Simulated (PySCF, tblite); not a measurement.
# C4H8SSi: geometry, infrared bands and NMR shifts

Wanted: the infrared bands and NMR shifts of C4H8SSi (`C=C[C@@H]1C[Si@H]1S`), by calculation.

Programs: tblite 0.8.0 and PySCF 2.14.0, with density-fitted response routines of our own. Each step states its level of theory. These are calculated values for one molecule in the gas phase, unless marked as measured. Atoms are numbered from 0 throughout.

**1. Starting geometry**

14 atoms, charge 0, multiplicity 1; geometry from: force field or distance geometry start.

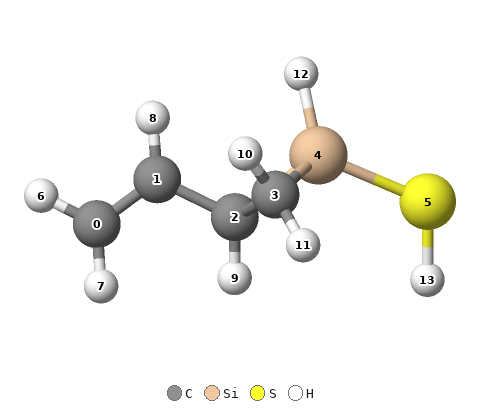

As it starts; carbon grey, silicon light orange, sulfur yellow, hydrogen white, atoms numbered.

**2. Optimising the geometry with GFN2-xTB**

The job: settings as JSON, then the geometry in Å.

```
{"job": {"kind": "relax", "xc": "GFN2-xTB", "basis": "xTB"}, "charge": 0, "multiplicity": 1}
C     -2.442100     0.469500    -0.490200
C     -1.348100     0.814300     0.154600
C     -0.049100     0.183200    -0.282400
C      0.594000    -0.600300     0.837700
Si     1.487400     0.950400     0.360800
S      3.370500     0.630000    -0.578000
H     -3.370600     0.934800    -0.155200
H     -2.432500    -0.227700    -1.321900
H     -1.363800     1.497900     0.983300
H     -0.099300    -0.288600    -1.269800
H      0.069800    -0.589200     1.807200
H      0.984800    -1.602900     0.494200
H      1.294300     2.106400     1.265000
H      3.304100     0.001800    -1.827500
```

Command:

```console
> OMP_NUM_THREADS=1 python probes_run.py task.json out
```

This one command runs all jobs of the session in turn.

Log:

```text
step      E/eV     max force
  0    -477.01330    2.167
  1    -477.20048    1.035
  2    -477.26561    0.710
  3    -477.34601    1.003
  4    -477.39360    0.861
  5    -477.44438    0.446
  6    -477.46622    0.360
  7    -477.48374    0.397
  8    -477.49755    0.435
  9    -477.51146    0.300
 10    -477.52219    0.297
 11    -477.53050    0.241
 12    -477.53589    0.164
 13    -477.53962    0.127
 14    -477.54267    0.152
 15    -477.54538    0.187
 16    -477.54747    0.149
 17    -477.54894    0.103
 18    -477.55034    0.102
 19    -477.55206    0.116
 20    -477.55404    0.132
 21    -477.55607    0.115
 22    -477.55819    0.119
 23    -477.56062    0.136
 24    -477.56333    0.148
 25    -477.56588    0.144
 26    -477.56786    0.111
 27    -477.56966    0.107
 28    -477.57198    0.143
 29    -477.57498    0.165
 30    -477.57825    0.161
 31    -477.58155    0.152
 32    -477.58519    0.183
 33    -477.58920    0.206
 34    -477.59279    0.153
 35    -477.59519    0.100
 36    -477.59661    0.094
 37    -477.59771    0.113
 38    -477.59873    0.144
 39    -477.60025    0.096
 40    -477.60234    0.095
 41    -477.60348    0.096
 42    -477.60490    0.084
 43    -477.60600    0.080
 44    -477.60720    0.084
 45    -477.60867    0.124
 46    -477.61048    0.125
 47    -477.61204    0.081
 48    -477.61299    0.064
 49    -477.61359    0.061
 50    -477.61416    0.078
 51    -477.61468    0.061
 52    -477.61499    0.046
 53    -477.61525    0.058
 54    -477.61546    0.048
 55    -477.61594    0.048
 56    -477.61621    0.052
 57    -477.61659    0.054
 58    -477.61689    0.052
 59    -477.61730    0.047
 60    -477.61769    0.051
 61    -477.61804    0.048
 62    -477.61832    0.041
 63    -477.61858    0.044
 64    -477.61881    0.032
 65    -477.61896    0.028
 66    -477.61905    0.023
 67    -477.61912    0.021
 68    -477.61920    0.022
 69    -477.61925    0.020
 70    -477.61929    0.016
 71    -477.61932    0.014
 72    -477.61936    0.018
 73    -477.61940    0.019
 74    -477.61946    0.018
 75    -477.61953    0.017
 76    -477.61957    0.013
 77    -477.61959    0.009
```

Run time: 0.4 s. Hardware: 1 thread of Arm Neoverse V2, shared host.

Step by step: (not every step is listed)

```csv
step,energy from step 0 (eV),largest force (eV/Å)
0,0.0000,2.1668
1,-0.1872,1.0346
2,-0.2523,0.7104
3,-0.3327,1.0030
4,-0.3803,0.8615
5,-0.4311,0.4463
6,-0.4529,0.3597
7,-0.4704,0.3970
8,-0.4842,0.4353
14,-0.5294,0.1516
20,-0.5407,0.1316
26,-0.5546,0.1111
32,-0.5719,0.1829
38,-0.5854,0.1435
44,-0.5939,0.0845
50,-0.6009,0.0780
56,-0.6029,0.0523
62,-0.6050,0.0413
68,-0.6059,0.0220
72,-0.6061,0.0175
73,-0.6061,0.0191
74,-0.6062,0.0177
75,-0.6062,0.0175
76,-0.6063,0.0125
77,-0.6063,0.0093
```

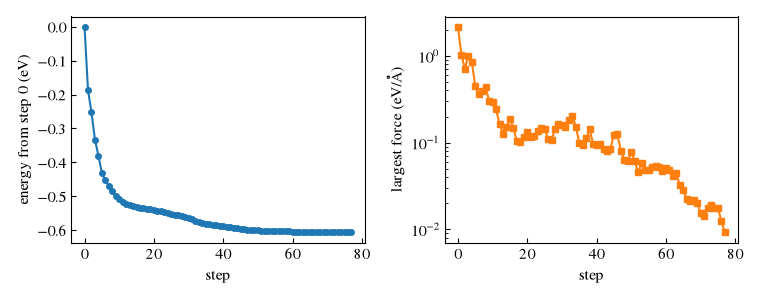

Energy and largest force along the relaxation.

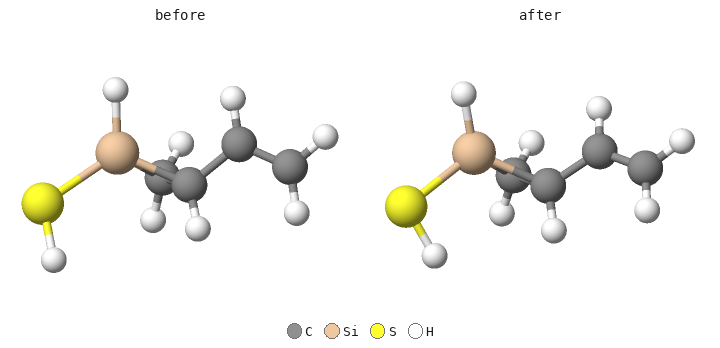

Before and after, at one scale.

Close pairs (by a distance rule), those that changed most:

| bond | before (Å) | after (Å) | change (Å) |
| --- | --- | --- | --- |
| S5–H13 | 1.400 | 1.324 | -0.076 |
| C2–Si4 | 1.834 | 1.903 | +0.069 |
| C1–C2 | 1.509 | 1.460 | -0.049 |
| C3–H11 | 1.130 | 1.082 | -0.048 |
| C2–C3 | 1.511 | 1.550 | +0.039 |
| Si4–H12 | 1.480 | 1.442 | -0.038 |
| C3–H10 | 1.102 | 1.081 | -0.021 |
| C3–Si4 | 1.852 | 1.873 | +0.021 |

The end geometry stands in the next job.

**3. Infrared spectrum with GFN2-xTB**

The job: settings as JSON, then the geometry in Å.

```
{"job": {"kind": "ir", "xc": "GFN2-xTB", "basis": "xTB"}, "charge": 0, "multiplicity": 1}
C     -2.402551     0.666717    -0.677897
C     -1.393116     0.579839     0.176470
C     -0.075687     0.037909    -0.141710
C      0.732158    -0.625192     1.002772
Si     1.500918     0.966111     0.382642
S      3.220788     0.875502    -0.901036
H     -3.352301     1.086241    -0.396143
H     -2.314061     0.322696    -1.695411
H     -1.511873     0.938486     1.191308
H     -0.055065    -0.494447    -1.087956
H      0.228313    -0.639107     1.959067
H      1.161967    -1.590868     0.771720
H      1.510191     2.211050     1.110791
H      2.749641    -0.055384    -1.716783
```

Log:

```text
mode    cm-1     km/mol
  1      19.0     26.61
  2      82.7     10.77
  3     111.6      8.76
  4     134.5     12.70
  5     212.9      2.90
  6     296.4      8.25
  7     418.5      3.94
  8     448.2     61.32
  9     495.3     43.94
 10     574.3     88.65
 11     613.2     26.10
 12     698.1      3.69
 13     718.0     49.07
 14     739.3     97.43
 15     764.2     53.27
 16     865.1     21.01
 17     892.1     27.42
 18     941.0     19.94
 19     990.7     12.01
 20    1022.3      4.79
 21    1048.8      8.29
 22    1098.6     34.31
 23    1200.3     32.87
 24    1247.2      5.83
 25    1315.9     13.17
 26    1419.8     14.42
 27    1432.4      2.33
 28    1687.0     51.33
 29    2432.2    152.72
 30    2469.7    151.26
 31    3006.4     19.54
 32    3046.6     38.11
 33    3053.6     14.99
 34    3072.2     30.78
 35    3100.4     25.74
 36    3130.7     53.67
```

Run time: 0.36 s. Hardware: 1 thread of Arm Neoverse V2, shared host.

Which atoms move in the most intense modes:

```
cm⁻¹  km/mol                                 atoms
 448    61.3                    H12 72 %, Si4 11 %
 574    88.7                    H12 78 %, H13 13 %
 739    97.4  H10 31 %, C3 16 %, H11 15 %, C2 11 %
 764    53.3            Si4 30 %, C2 21 %, C3 19 %
1687    51.3                      C1 50 %, C0 40 %
2432   152.7                              H12 91 %
2470   151.3                              H13 92 %
3131    53.7                      H6 72 %, H7 17 %
```

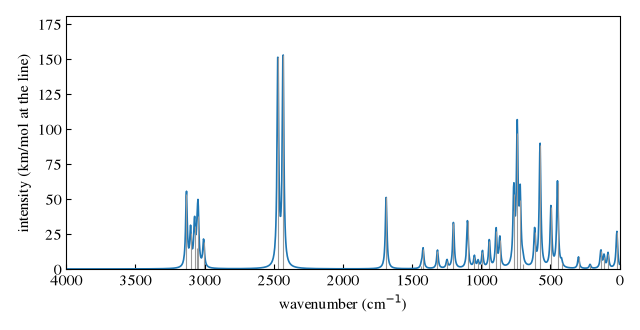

The infrared spectrum from these modes, unscaled. Lines are broadened to a width of 14 cm⁻¹ (Lorentzian).

**4. Shielding tensors: PBE0/pcSseg-1**

Settings changed since step 3:

```diff
@@ -1,2 +1,2 @@
-{"job": {"kind": "ir", "xc": "GFN2-xTB", "basis": "xTB"}, "charge": 0, "multiplicity": 1}
+{"job": {"kind": "nmr", "xc": "PBE0", "basis": "pcSseg-1"}, "charge": 0, "multiplicity": 1}
 C     -2.402551     0.666717    -0.677897
```

Level: GIAO PBE0/pcSseg-1 NMR shielding, non-relativistic, gas phase.

Log:

```text
coarse grid: 12552 points
cycle   1  E = -844.2858973620  dE =  6.801e-01  |g| = 4.515e-01  |ddm| = 3.467e+00
cycle   2  E = -844.2565272610  dE =  2.937e-02  |g| = 5.602e-01  |ddm| = 1.094e+00
cycle   3  E = -844.3446978207  dE = -8.817e-02  |g| = 6.699e-02  |ddm| = 6.943e-01
cycle   4  E = -844.3458474000  dE = -1.150e-03  |g| = 3.017e-02  |ddm| = 1.220e-01
cycle   5  E = -844.3460514225  dE = -2.040e-04  |g| = 1.086e-02  |ddm| = 3.620e-02
cycle   6  E = -844.3460826226  dE = -3.120e-05  |g| = 2.968e-03  |ddm| = 1.352e-02
cycle   7  E = -844.3460845820  dE = -1.959e-06  |g| = 8.289e-04  |ddm| = 2.988e-03
final grid: 111480 points
cycle   8  E = -844.3843141934  dE = -2.643e-05  |g| = 7.673e-03  |ddm| = 2.922e-02
cycle   9  E = -844.3843000361  dE =  1.416e-05  |g| = 1.028e-02  |ddm| = 1.921e-02
cycle  10  E = -844.3843295618  dE = -2.953e-05  |g| = 1.436e-03  |ddm| = 1.248e-02
cycle  11  E = -844.3843300900  dE = -5.281e-07  |g| = 2.728e-04  |ddm| = 1.518e-03
cycle  12  E = -844.3843301075  dE = -1.756e-08  |g| = 1.018e-04  |ddm| = 3.354e-04
cycle  13  E = -844.3843301101  dE = -2.557e-09  |g| = 2.131e-05  |ddm| = 1.087e-04
cycle  14  E = -844.3843301102  dE = -1.196e-10  |g| = 4.341e-06  |ddm| = 2.828e-05
converged SCF energy = -844.3843301102

GIAO shielding tensors (ppm)
atom      isotropic    diamagn.    paramagn.     s11        s22        s33       span
  0 C       71.575     253.535    -181.960    -38.604     93.268    160.060    198.663
  1 C       38.888     253.375    -214.487    -82.110     52.574    146.199    228.310
  2 C      158.800     253.747     -94.947    122.934    149.004    204.462     81.528
  3 C      175.461     255.350     -79.889    151.966    173.123    201.295     49.329
  4 Si     432.477     880.988    -448.511    286.730    365.323    645.379    358.648
  5 S      783.345    1057.086    -273.741    645.649    659.516   1044.870    399.221
  6 H       26.636      28.831      -2.196     23.371     25.456     31.081      7.710
  7 H       26.358      31.816      -5.458     22.798     25.456     30.820      8.022
  8 H       26.180      31.796      -5.616     23.315     24.426     30.798      7.483
  9 H       29.775      34.539      -4.764     24.883     29.791     34.652      9.768
 10 H       31.015      31.995      -0.981     26.108     27.913     39.023     12.914
 11 H       30.529      31.809      -1.280     25.924     27.650     38.013     12.089
 12 H       27.817      29.585      -1.768     22.366     25.851     35.234     12.869
 13 H       31.881      31.958      -0.077     22.676     29.109     43.860     21.184
```

Run time: 17 s. Hardware: 1 thread of Arm Neoverse V2, shared host; peak memory 0.79 GiB.

The references, computed at this level on geometries of the same kind, shield at (ppm): 1H TMS 31.72, 13C TMS 186.9, 29Si TMS 349.2, 33S CS2 504. Their shielding less the atom's gives the shift. The references are single molecules in the gas phase.

| atoms | environment | σ (ppm) | δ (ppm) | δ scaled to CDCl3 |
| --- | --- | --- | --- | --- |
| C1 | alkene CH | 38.9 | 148.0 | 142.6 |
| C0 | terminal =CH2 carbon | 71.6 | 115.4 | 110.7 |
| C2 | three-membered-ring carbon | 158.8 | 28.1 | 25.5 |
| C3 | three-membered-ring carbon | 175.5 | 11.5 | 9.3 |
| H8 | hydrogen on an alkene CH | 26.18 | 5.54 | 5.33 |
| H7 | hydrogen on a terminal =CH2 carbon | 26.36 | 5.36 | 5.16 |
| H6 | hydrogen on a terminal =CH2 carbon | 26.64 | 5.08 | 4.90 |
| H12 | hydrogen on a silicon bonded to 2 C, S, in a 3-membered ring | 27.82 | 3.90 | – |
| H9 | hydrogen on a three-membered-ring carbon | 29.78 | 1.94 | 1.94 |
| H11 | hydrogen on a three-membered-ring carbon | 30.53 | 1.19 | 1.23 |
| H10 | hydrogen on a three-membered-ring carbon | 31.01 | 0.70 | 0.77 |
| H13 | hydrogen on a sulfur bonded to Si | 31.88 | -0.16 | – |
| Si4 | silicon bonded to 2 C, S, H, in a 3-membered ring | 432.5 | -83.3 | – |
| S5 | sulfur bonded to Si, H | 783 | -280 | – |

The scaled column applies a straight-line fit of computed shieldings to shifts measured in CDCl3, with any fitted terms for Cl, Br or S neighbours (root-mean-square error 0.16 ppm for H, 1.9 ppm for C).

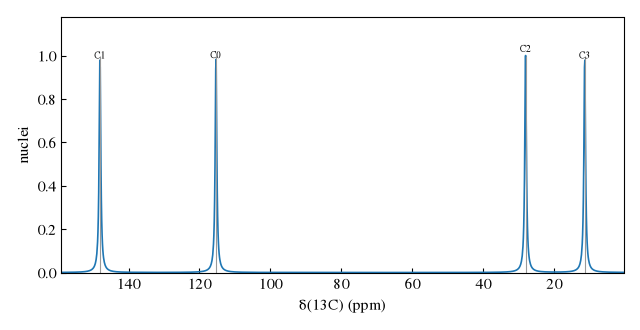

13C lines at the computed shifts, without couplings. Lines are broadened to a width of 0.55 ppm (Lorentzian).

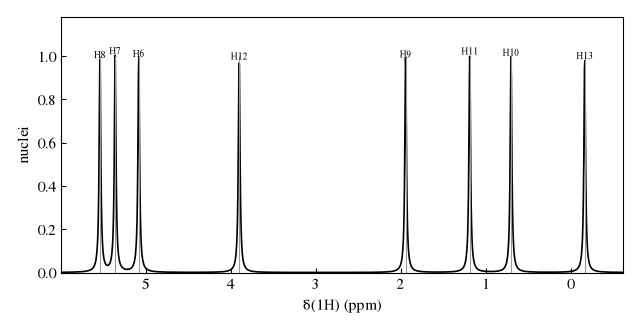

1H lines at the computed shifts, without couplings. Lines are broadened to a width of 0.02 ppm (Lorentzian).

Charges from the same density, by scheme (e):

| atoms | Mulliken | IAO | Hirshfeld | ESP fit |
| --- | --- | --- | --- | --- |
| C0 | -0.15 | -0.34 | -0.12 | -0.48 |
| C1 | -0.14 | -0.12 | -0.05 | -0.13 |
| C2 | -0.43 | -0.35 | -0.11 | -0.16 |
| C3 | -0.40 | -0.54 | -0.17 | -0.37 |
| Si4 | 0.61 | 0.73 | 0.31 | 0.09 |
| S5 | -0.36 | -0.29 | -0.13 | -0.29 |

Hirshfeld charges:

C0 -0.12; C1 -0.05; C2 -0.11; C3 -0.17; Si4 0.31; S5 -0.13; H6 0.04; H7 0.04; H8 0.04; H9 0.04; H10 0.04; H11 0.05; H12 -0.05; H13 0.06

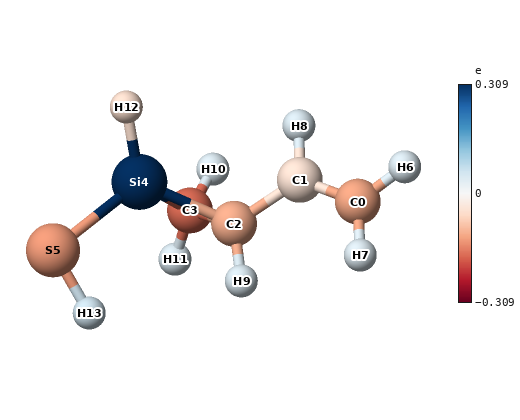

Hirshfeld charges, as colours on the atoms.

Mayer bond orders: C0–C1 1.95, C1–C2 1.05, C2–C3 0.84, C3–Si4 0.94, Si4–S5 1.02, Si4–C2 0.88.

Ring of atoms C2, C3, Si4: NICS(0) -23.0, NICS(1) -6.6, NICS(1)zz -13.2 ppm (means of both faces).

In rings of three or four atoms NICS is ruled by the nearby σ bonds, so it says little on aromaticity.

**5. What came out**

| quantity | value |
| --- | --- |
| strongest single infrared mode (GFN2-xTB) | 2432 cm⁻¹, 153 km/mol |
| zero-point energy (GFN2-xTB) | 64.0 kcal/mol |
| 13C shifts against TMS (PBE0/pcSseg-1) | 148.0, 115.4, 28.1, 11.5 ppm |
| 1H shifts against TMS (PBE0/pcSseg-1) | 5.54, 5.36, 5.08, 3.90, 1.94, 1.19, 0.70, -0.16 ppm |
| 29Si shifts against TMS (PBE0/pcSseg-1) | -83.3 ppm |
| 33S shifts against CS2 (PBE0/pcSseg-1) | -280 ppm |

What this shows: Over 77 steps the energy fell by 0.606 eV; of the close pairs, S5–H13 changed most, 1.400 to 1.324 Å. No mode is imaginary among the 36: a minimum at this level. The strongest single mode, at 2432 cm⁻¹, moves mainly H12. GFN2-xTB is a fitted tight-binding method: band positions and strengths are rough. Its intensities can rank the bands wrongly. The most deshielded carbon is C1 (alkene CH), at 148.0 ppm: an sp2 carbon of a C=C bond. The most deshielded hydrogen is H8 (hydrogen on an alkene CH), at 5.54 ppm: olefinic region. At PBE0/pcSseg-1: The widest tensor belongs to S5: span 399 ppm, with a paramagnetic part of -274 ppm.
